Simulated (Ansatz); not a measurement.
# HCl (hydrogen chloride) at 6 levels

We compute a comparison of 6 runs (HF/3-21G, UHF/6-31G*, CAM-B3LYP/6-31G*, RPA@PBE/6-31G*, UMP2/6-31G*, FCI/6-31G*) of HCl (hydrogen chloride). 

Program for the calculation: Ansatz 0.2.0.

56 further runs of the same task are left out: 2 that didn't finish, 54 set aside as unsound or not needed.

**1. The system as given**

HCl has 2 atoms, charge 0, and is taken as a singlet. SMILES: `Cl`. The H2–Cl1 distance was set to 1.918 Å, away from the relaxed value.

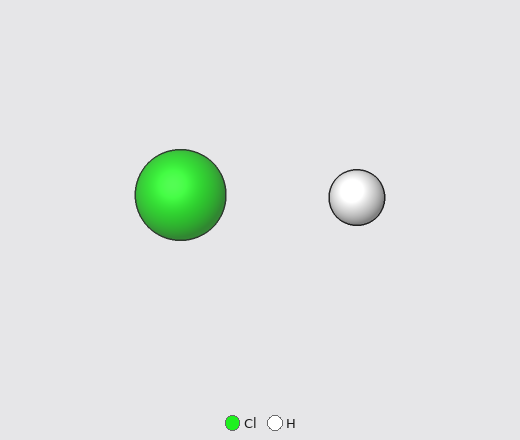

The structure, seen from a chosen angle (chlorine green, hydrogen white).

**2. A single-point energy at HF/3-21G (run 1)**

File job.yaml:

```yaml
crystal:
  periodic: [false, false, false]
  atoms:
    - symbol: Cl
      position_ang: [1.092011, -0.357004, 0.561606]
    - symbol: H
      position_ang: [-0.546000, 0.178500, -0.280800]
basis:
  gaussian: {orbitals: 3-21G.json}
hamiltonian: {xc: hf}
accuracy: high
```

The basis set 3-21G is read from a file made from the Basis Set Exchange's data (not shown).

On the command line:

```bash
$ ansatz run job.yaml --threads 1 --pin off --max-ram 2610MiB --events-out events.jsonl --progress --plain --runs-dir runs
```

Log:

```text
Warning: RAYON_NUM_THREADS=1 ignored (pool sized by the plan → 1); use --threads N
Functional definition: HF
  name "HF"
  exchange = exact_x
  correlation = 0
255 factors; integrals over basis functions are off by at most 3.2e-9 eV
mean field evaluation 1: about -12455.8319 eV, gradient 1.3e1 eV
mean field evaluation 2: about -12455.8317 eV, gradient 1.3e1 eV
mean field evaluation 4: about -12457.0101 eV, gradient 1.6e0 eV
mean field evaluation 8: about -12457.0236 eV, gradient 1.3e-4 eV
mean field -12457.02357386 eV, -457.7871726654 hartree, gradient 3.6e-8 eV, S^2 0.000000; 0 other end points of the search recorded, 0 dependent functions left out
reference -12457.02357386 eV, -457.7871726654 hartree; 9, 9 occupied and 6, 6 virtual orbitals, 255 factors
Total energy: -12457.02357386 eV, -457.7871726654 hartree
```

Wall time 0.06 s (1 thread of Arm Neoverse V2, shared host).

**3. A single-point energy at UHF/6-31G(d) (spherical functions) (run 2)**

File job.yaml:

```yaml
crystal:
  periodic: [false, false, false]
  atoms:
    - {symbol: Cl, position_ang: [1.092011, -0.357004, 0.561606]}
    - {symbol: H, position_ang: [-0.546000, 0.178500, -0.280800]}
basis:
  gaussian: {orbitals: 6-31G_st_-spherical.json}
magnetization: {spin_polarized: true}
hamiltonian: {xc: hf}
accuracy: high
```

The basis set 6-31G* is read from a file made from the Basis Set Exchange's data (not shown).

On the command line:

```bash
$ ansatz run job.yaml --threads 1 --pin off --max-ram 2610MiB --events-out events.jsonl --progress --plain --runs-dir runs
```

Log:

```text
Warning: RAYON_NUM_THREADS=1 ignored (pool sized by the plan → 1); use --threads N
[... 4 set-up lines as earlier in the session ...]
319 factors; integrals over basis functions are off by at most 3.1e-9 eV
mean field evaluation 1: about -12514.8691 eV, gradient 9.8e0 eV
mean field evaluation 2: about -12514.8729 eV, gradient 9.8e0 eV
mean field evaluation 4: about -12516.0438 eV, gradient 1.1e0 eV
mean field evaluation 8: about -12516.0597 eV, gradient 1.5e-3 eV
mean field evaluation 16: about -12516.2291 eV, gradient 1.2e0 eV
mean field evaluation 32: about -12516.3861 eV, gradient 2.8e-1 eV
mean field evaluation 64: about -12515.4314 eV, gradient 5.4e0 eV
mean field -12516.40058128 eV, -459.9692374411 hartree, gradient 2.7e-8 eV, S^2 0.501652; 2 other end points of the search recorded, 0 dependent functions left out
reference -12516.40058128 eV, -459.9692374411 hartree; 9, 9 occupied and 11, 11 virtual orbitals, 319 factors
Total energy: -12516.40058128 eV, -459.9692374411 hartree
```

Wall time 0.18 s (1 thread of Arm Neoverse V2, shared host).

Runs 3 to 5 aren't shown in full; the table further down has their settings and results.

**4. The energy at FCI/6-31G(d) (spherical functions) (run 6)**

File input.yaml:

```yaml
crystal:
  periodic: [false, false, false]
  atoms:
    - {symbol: Cl, position_ang: [1.092011, -0.357004, 0.561606]}
    - {symbol: H, position_ang: [-0.546000, 0.178500, -0.280800]}
basis:
  gaussian:
    orbitals: 6-31G_st_-spherical.json
total_charge: 0
correlation:
  method: fci
  frozen_orbitals: {Cl: 5, H: 0}
accuracy: high
```

The basis set 6-31G* is read from a file made from the Basis Set Exchange's data (not shown).

On the command line:

```bash
$ ansatz run input.yaml --threads 1 --pin off --max-ram 2610MiB --events-out events.jsonl --progress --plain --runs-dir runs
```

Log:

```text
Warning: RAYON_NUM_THREADS=1 ignored (pool sized by the plan → 1); use --threads N
[... 4 set-up lines as earlier in the session ...]
319 factors; integrals over basis functions are off by at most 3.1e-9 eV
mean field evaluation 1: about -12514.8753 eV, gradient 1.4e1 eV
mean field evaluation 2: about -12514.8764 eV, gradient 1.4e1 eV
mean field evaluation 4: about -12516.0438 eV, gradient 1.6e0 eV
mean field evaluation 8: about -12516.0597 eV, gradient 2.5e-4 eV
mean field -12516.05970805 eV, -459.9567105810 hartree, gradient 3.6e-8 eV, S^2 0.000000; 0 other end points of the search recorded, 0 dependent functions left out; unrestricted orbitals would lower it
mean field evaluation 16: about -12516.2859 eV, gradient 5.9e0 eV
5 core orbitals not correlated: weight in the atoms' cores, before any rotation towards them, 1.000 or more for the frozen orbitals, at most 0.000 for the correlated occupied ones
reference -12516.05970805 eV, -459.9567105810 hartree; 4, 4 occupied and 11, 11 virtual orbitals, 319 factors
state -12520.84458805 eV, -460.1325516775 hartree
Total energy: -12520.84458805 eV, -460.1325516775 hartree
```

Run time: 1.9 s. Hardware: 1 thread of Arm Neoverse V2, shared host; peak memory 0.11 GiB.

**5. The series**

```csv
run,level,frozen core orbitals,energy (Eh),wall time
1,HF/3-21G,–,-457.787173,0.06 s
2,UHF/6-31G* (spherical functions),–,-459.969237,0.18 s
3,CAM-B3LYP/6-31G* (spherical functions),–,-460.700080,0.5 s
4,RPA@PBE/6-31G* (spherical functions),5,-460.198612,0.58 s
5,UMP2/6-31G* (spherical functions),5,-460.086771,0.3 s
6,FCI/6-31G* (spherical functions),5,-460.132552,1.9 s
```

**6. Summary of results**

| quantity | value |
| --- | --- |
| run 6: total energy | -460.13255 Eh |
| run 6: correlation energy (5 core orbitals frozen) | -175.8 mEh |

**Reading.** Against full CI in this basis: UHF +163.3 mEh; UMP2 +45.8 mEh. Spin contamination of the reference: run 2 ⟨S²⟩ = 0.50, run 5 ⟨S²⟩ = 0.50. All runs together took 3.5 s, the longest 1.9 s.
